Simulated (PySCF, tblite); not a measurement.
**C₂H₇B₂F₃N₂: dynamics, then NMR shifts on frames**

Aim: move C₂H₇B₂F₃N₂ (`FC(F)=C(F)[BH-]1[NH2+][BH2-][NH2+]1`) away from its starting geometry and see how NMR shifts follow the geometry.

The runs use tblite 0.8.0 and PySCF 2.14.0, with density-fitted response routines of our own; the level of theory stands in each step. All values are computed, except where a source is named. Atoms are numbered from 0 throughout.

## 1. The molecule as given

16 atoms, charge 0, multiplicity 1; geometry from: GFN2-xTB.

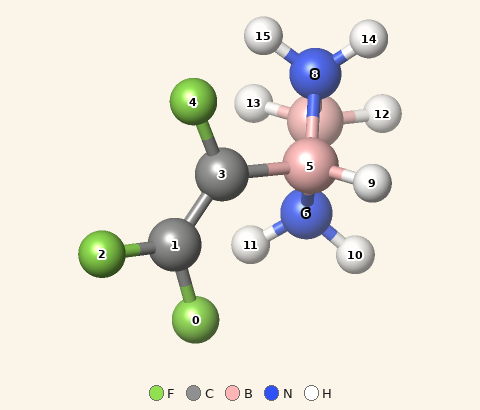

As it starts; fluorine green, carbon grey, boron pink, nitrogen blue, hydrogen white, atoms numbered.

## 2. Thermal motion with GFN2-xTB

Job settings and geometry (Å):

```
{"job": {"kind": "md", "xc": "GFN2-xTB", "basis": "xTB", "temperature": 400, "steps": 2000, "every": 50, "frames": 5}, "charge": 0, "multiplicity": 1}
F      1.320193     0.514577    -2.449022
C      1.702630    -0.525977    -1.695125
F      2.447562    -1.356961    -2.422727
C      1.337307    -0.642794    -0.428775
F      1.771834    -1.752717     0.230611
B      0.452942     0.396126     0.430093
N     -0.783915     0.940509    -0.373346
B     -1.726765     0.201815     0.683913
N     -0.455914    -0.387514     1.445746
H      1.101510     1.250003     0.934134
H     -0.869266     1.948131    -0.396958
H     -0.873080     0.606925    -1.324587
H     -2.321301     0.973733     1.355566
H     -2.382802    -0.645954     0.182274
H     -0.366070    -0.115738     2.415920
H     -0.362462    -1.395219     1.400873
```

Level: GFN2-xTB Langevin dynamics, gas phase.

Launch:

```console
$ OMP_NUM_THREADS=1 python probes_run.py task.json out
```

One launch serves the whole session: the jobs run in the order shown.

The program printed:

```text
t/fs     T/K      E/eV
    0.0   325.3   -827.65769
   25.0   211.1   -827.31685
   50.0   249.1   -827.14968
   75.0   318.0   -827.18568
  100.0   242.1   -827.09543
  125.0   334.8   -827.24216
  150.0   242.7   -827.06370
  175.0   294.8   -827.12228
  200.0   373.0   -827.12880
  225.0   302.4   -826.88924
  250.0   311.5   -826.93687
  275.0   329.8   -826.80032
  300.0   465.3   -826.79215
  325.0   628.8   -827.09970
  350.0   473.1   -826.73214
  375.0   459.1   -826.90513
  400.0   448.5   -826.88472
  425.0   373.6   -826.64159
  450.0   475.6   -826.80321
  475.0   374.6   -826.77497
  500.0   441.5   -826.95552
  525.0   388.1   -826.81348
  550.0   351.2   -826.88558
  575.0   382.0   -827.09564
  600.0   347.8   -827.12071
  625.0   290.4   -826.78336
  650.0   338.8   -826.94246
  675.0   299.5   -827.05811
  700.0   384.3   -827.22017
  725.0   286.2   -826.96698
  750.0   270.2   -827.04894
  775.0   300.3   -826.88090
  800.0   376.9   -826.81571
  825.0   400.1   -827.04599
  850.0   323.1   -826.96652
  875.0   512.6   -827.12568
  900.0   453.0   -826.98357
  925.0   564.6   -827.10637
  950.0   519.1   -827.09059
  975.0   331.6   -826.97782
 1000.0   287.7   -827.09970
```

It took 12 s on 1 thread of Arm Neoverse V1, shared host; peak memory 0.18 GiB.

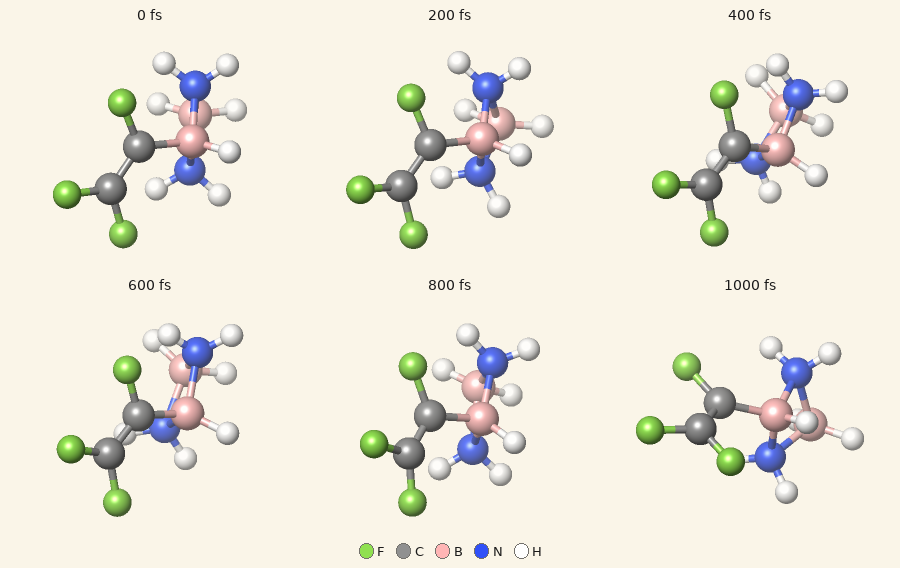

Frames of the run.

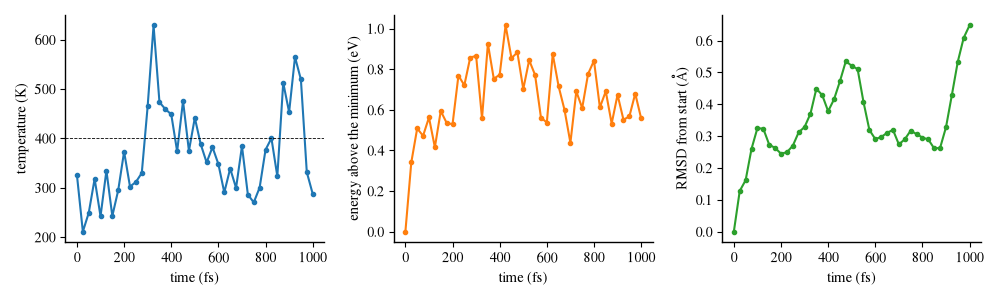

Temperature, potential energy and distance from the start.

Positions (Å) and forces (eV/Å) at 1000 fs:

```xyz
16

F     2.336    0.312   -0.019    2.240    1.877   -0.772
C     1.674   -0.775    0.034   -3.343   -1.891    0.640
F     2.087   -1.782   -0.768    0.307    0.625    0.514
C     0.498   -0.723    0.702    1.086   -1.406   -0.558
F    -0.185   -1.922    0.777   -0.030    0.625   -0.006
B    -0.066    0.637    1.308   -0.970   -0.717    0.352
N    -1.006    1.312    0.230   -0.124   -0.102   -0.852
B    -1.980    1.649    1.406   -0.175   -1.087    0.323
N    -1.308    0.453    2.310   -0.400    0.349   -0.408
H     0.756    1.298    1.800    0.151    0.364   -0.081
H    -0.751    2.204   -0.170    0.413   -0.260   -0.437
H    -1.387    0.672   -0.514    0.609    0.911    1.026
H    -1.691    2.689    1.859   -0.160    0.198    0.168
H    -3.093    1.424    1.113   -0.385    0.122    0.174
H    -1.187    0.764    3.264    0.152   -0.276    0.027
H    -1.842   -0.432    2.306    0.628    0.668   -0.111
```

## 3. Nuclear shieldings: 250 fs, PBE0/pcSseg-1

Job settings and geometry (Å):

```
{"job": {"kind": "nmr", "xc": "PBE0", "basis": "pcSseg-1", "pop": false}, "charge": 0, "multiplicity": 1}
F      1.311200     0.322300    -2.127800
C      1.500700    -0.742800    -1.279200
F      2.379000    -1.546600    -1.813500
C      0.755600    -0.760100    -0.206400
F      0.954300    -1.834600     0.593700
B     -0.177800     0.385300     0.401800
N     -1.476900     0.833800    -0.343200
B     -2.278600     0.224000     0.805300
N     -0.985800    -0.367800     1.538800
H      0.525200     1.244600     0.868300
H     -1.506700     1.891100    -0.551700
H     -1.754400     0.440500    -1.244800
H     -2.725800     1.105400     1.456900
H     -3.081900    -0.641100     0.471100
H     -0.646100    -0.042800     2.414300
H     -1.134700    -1.340900     1.780400
```

Method: GIAO PBE0/pcSseg-1 NMR shielding, non-relativistic, gas phase.

The program printed:

```text
coarse grid: 14072 points
cycle   1  E = -538.3928188774  dE =  1.397e+00  |g| = 7.750e-01  |ddm| = 3.539e+00
cycle   2  E = -538.2899620467  dE =  1.029e-01  |g| = 1.122e+00  |ddm| = 1.308e+00
cycle   3  E = -538.5053438995  dE = -2.154e-01  |g| = 1.014e-01  |ddm| = 8.301e-01
cycle   4  E = -538.5071801256  dE = -1.836e-03  |g| = 5.169e-02  |ddm| = 1.286e-01
cycle   5  E = -538.5076907595  dE = -5.106e-04  |g| = 1.343e-02  |ddm| = 4.959e-02
cycle   6  E = -538.5077233956  dE = -3.264e-05  |g| = 4.146e-03  |ddm| = 1.270e-02
cycle   7  E = -538.5077273087  dE = -3.913e-06  |g| = 1.054e-03  |ddm| = 4.153e-03
final grid: 139232 points
cycle   8  E = -538.5684615321  dE = -6.422e-05  |g| = 1.111e-02  |ddm| = 3.077e-02
cycle   9  E = -538.5684372407  dE =  2.429e-05  |g| = 1.607e-02  |ddm| = 2.089e-02
cycle  10  E = -538.5684876633  dE = -5.042e-05  |g| = 1.055e-03  |ddm| = 1.165e-02
cycle  11  E = -538.5684878609  dE = -1.976e-07  |g| = 3.840e-04  |ddm| = 1.072e-03
cycle  12  E = -538.5684878889  dE = -2.801e-08  |g| = 1.382e-04  |ddm| = 3.787e-04
cycle  13  E = -538.5684878931  dE = -4.270e-09  |g| = 2.746e-05  |ddm| = 1.229e-04
cycle  14  E = -538.5684878933  dE = -1.303e-10  |g| = 1.184e-05  |ddm| = 3.122e-05
converged SCF energy = -538.5684878933

GIAO shielding tensors (ppm)
atom      isotropic    diamagn.    paramagn.     s11        s22        s33       span
  0 F      296.373     476.833    -180.460    217.949    309.803    361.365    143.417
  1 C       16.580     251.382    -234.803    -54.748     49.690     54.797    109.545
  2 F      274.344     470.757    -196.413    243.687    287.300    292.044     48.356
  3 C       50.669     253.331    -202.662      2.836     59.268     89.902     87.066
  4 F      374.265     472.660     -98.395    291.672    390.650    440.474    148.803
  5 B      113.082     184.667     -71.585     99.428    112.272    127.545     28.117
  6 N      231.477     316.832     -85.355    207.104    225.003    262.324     55.220
  7 B      117.141     186.496     -69.354    101.737    118.826    130.861     29.124
  8 N      254.168     315.872     -61.704    230.072    248.638    283.795     53.723
  9 H       27.186      29.564      -2.378     25.575     26.409     29.576      4.001
 10 H       27.732      27.220       0.512     21.798     23.954     37.444     15.647
 11 H       29.050      30.810      -1.760     23.671     25.607     37.873     14.202
 12 H       28.066      27.801       0.265     23.926     28.358     31.913      7.988
 13 H       27.873      27.542       0.331     23.966     27.919     31.735      7.768
 14 H       30.858      30.586       0.272     23.498     26.911     42.164     18.667
 15 H       29.675      30.790      -1.114     24.427     25.159     39.440     15.013
```

Wall time 25 s (1 thread of Arm Neoverse V1, shared host); peak memory 0.83 GiB.

The references, computed at this level on geometries of the same kind, shield at (ppm): 1H TMS 31.72, 13C TMS 186.9, 19F CFCl3 170.9, 15N NH3 267.7, 11B BF3·OEt2 100.1. Their shielding less the atom's gives the shift. The references are single molecules in the gas phase, so shifts against H2O, NH3, PH3, H3PO4 or CFCl3 are not on the usual liquid scales and can be off by tens of ppm. Each atom is listed at this fixed geometry, with no averaging over motion; a spectrum would average atoms that exchange fast.

| atoms | environment | σ (ppm) | δ (ppm) |
| --- | --- | --- | --- |
| C1 | fully substituted alkene carbon | 16.6 | 170.3 |
| C3 | fully substituted alkene carbon | 50.7 | 136.3 |
| H9 | hydrogen on a boron bonded to C, 2 N, in a 4-membered ring | 27.19 | 4.53 |
| H10 | hydrogen on a donor nitrogen of a Lewis adduct | 27.73 | 3.98 |
| H13 | hydrogen on a boron bonded to 2 N, in a 4-membered ring | 27.87 | 3.84 |
| H12 | hydrogen on a boron bonded to 2 N, in a 4-membered ring | 28.07 | 3.65 |
| H11 | hydrogen on a donor nitrogen of a Lewis adduct | 29.05 | 2.67 |
| H15 | hydrogen on a donor nitrogen of a Lewis adduct | 29.68 | 2.04 |
| H14 | hydrogen on a donor nitrogen of a Lewis adduct | 30.86 | 0.86 |
| F2 | vinylic fluorine | 274.3 | -103.4 |
| F0 | vinylic fluorine | 296.4 | -125.4 |
| F4 | vinylic fluorine | 374.3 | -203.3 |
| B5 | boron bonded to C, 2 N, H, in a 4-membered ring | 113.1 | -13.0 |
| B7 | boron bonded to 2 N, 2 H, in a 4-membered ring | 117.1 | -17.1 |
| N6 | donor nitrogen of a Lewis adduct | 231.5 | 36.3 |
| N8 | donor nitrogen of a Lewis adduct | 254.2 | 13.6 |

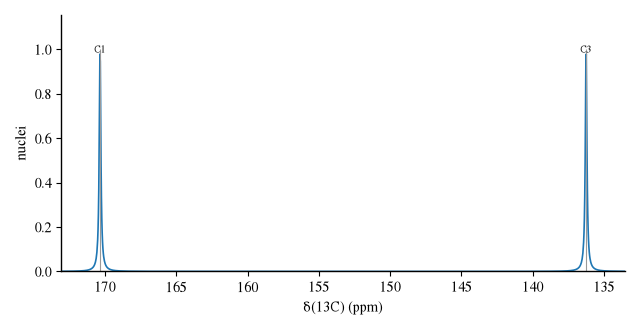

13C lines at the computed shifts, without couplings. Lines are broadened to a width of 0.14 ppm (Lorentzian).

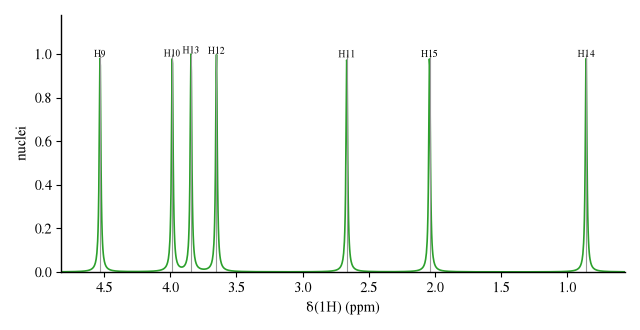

1H lines at the computed shifts, without couplings. Lines are broadened to a width of 0.01 ppm (Lorentzian).

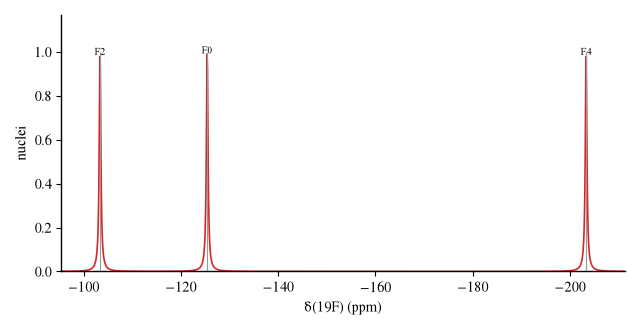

19F lines at the computed shifts, without couplings. Lines are broadened to a width of 0.40 ppm (Lorentzian).

Ring of atoms B5, N6, B7, N8: NICS(0) -4.9, NICS(1) 0.0, NICS(1)zz 1.9 ppm (means of both faces).

## 4. NMR shieldings: 425 fs, PBE0/pcSseg-1

Job settings and geometry (Å):

```
{"job": {"kind": "nmr", "xc": "PBE0", "basis": "pcSseg-1", "pop": false}, "charge": 0, "multiplicity": 1}
F      0.911400     0.245600    -1.818500
C      1.011500    -0.720900    -0.933500
F      2.026200    -1.472800    -1.380500
C      0.401100    -0.794400     0.246100
F      0.873000    -1.745200     1.111100
B     -0.751700     0.207000     0.784700
N     -2.129500     0.092200    -0.050200
B     -2.847800    -0.038100     1.438100
N     -1.495300    -0.121600     2.166800
H     -0.544500     1.343500     0.552400
H     -2.255100     0.895500    -0.756200
H     -2.149200    -0.843300    -0.471600
H     -3.450300     0.962200     1.693400
H     -3.492100    -1.120400     1.206500
H     -1.560200     0.644700     2.899600
H     -1.315000    -1.062800     2.614300
```

With the program's defaults for keys left out, this is: GIAO PBE0/pcSseg-1 NMR shielding, non-relativistic, gas phase.

The program printed:

```text
coarse grid: 14072 points
cycle   1  E = -538.3833112881  dE =  1.175e+00  |g| = 7.813e-01  |ddm| = 3.513e+00
cycle   2  E = -538.2687675962  dE =  1.145e-01  |g| = 1.161e+00  |ddm| = 1.309e+00
cycle   3  E = -538.4976404500  dE = -2.289e-01  |g| = 1.042e-01  |ddm| = 8.285e-01
cycle   4  E = -538.4994848451  dE = -1.844e-03  |g| = 5.598e-02  |ddm| = 1.348e-01
cycle   5  E = -538.5000426110  dE = -5.578e-04  |g| = 1.378e-02  |ddm| = 5.305e-02
cycle   6  E = -538.5000757675  dE = -3.316e-05  |g| = 4.540e-03  |ddm| = 1.320e-02
cycle   7  E = -538.5000805641  dE = -4.797e-06  |g| = 1.255e-03  |ddm| = 4.708e-03
final grid: 139232 points
cycle   8  E = -538.5610008708  dE = -6.919e-05  |g| = 1.020e-02  |ddm| = 3.140e-02
cycle   9  E = -538.5609778812  dE =  2.299e-05  |g| = 1.534e-02  |ddm| = 1.952e-02
cycle  10  E = -538.5610230449  dE = -4.516e-05  |g| = 1.080e-03  |ddm| = 1.085e-02
cycle  11  E = -538.5610232689  dE = -2.240e-07  |g| = 3.895e-04  |ddm| = 1.118e-03
cycle  12  E = -538.5610232981  dE = -2.926e-08  |g| = 1.455e-04  |ddm| = 3.993e-04
cycle  13  E = -538.5610233029  dE = -4.795e-09  |g| = 3.007e-05  |ddm| = 1.356e-04
cycle  14  E = -538.5610233031  dE = -1.565e-10  |g| = 1.243e-05  |ddm| = 3.286e-05
converged SCF energy = -538.5610233031

GIAO shielding tensors (ppm)
atom      isotropic    diamagn.    paramagn.     s11        s22        s33       span
  0 F      292.760     475.373    -182.613    248.501    313.748    316.031     67.530
  1 C       15.521     247.506    -231.985    -48.926     37.340     58.150    107.077
  2 F      258.348     472.035    -213.687    226.009    251.476    297.558     71.548
  3 C       40.160     255.514    -215.354      7.902     26.177     86.399     78.497
  4 F      385.854     472.249     -86.396    295.395    390.861    471.304    175.909
  5 B      111.969     188.579     -76.610     96.630    112.468    126.808     30.178
  6 N      209.062     322.362    -113.300    191.629    206.101    229.455     37.826
  7 B      110.762     190.421     -79.659     95.294    113.277    123.715     28.421
  8 N      232.274     316.304     -84.030    220.576    225.997    250.248     29.672
  9 H       27.457      32.270      -4.813     25.641     26.696     30.034      4.393
 10 H       27.657      30.017      -2.360     23.052     24.323     35.597     12.544
 11 H       28.772      32.863      -4.091     24.506     26.320     35.491     10.985
 12 H       27.754      27.910      -0.156     24.021     28.000     31.242      7.220
 13 H       26.599      26.025       0.574     22.346     26.357     31.095      8.750
 14 H       26.791      26.707       0.084     19.808     24.018     36.547     16.740
 15 H       27.571      27.427       0.145     22.557     24.302     35.856     13.299
```

Run time: 25 s. Hardware: 1 thread of Arm Neoverse V1, shared host; peak memory 0.85 GiB.

In short: δ C1 171.4, C3 146.8, F2 -87.4, F0 -121.8, H13 5.12, H14 4.93 ppm.

[end of part 1 of 2]
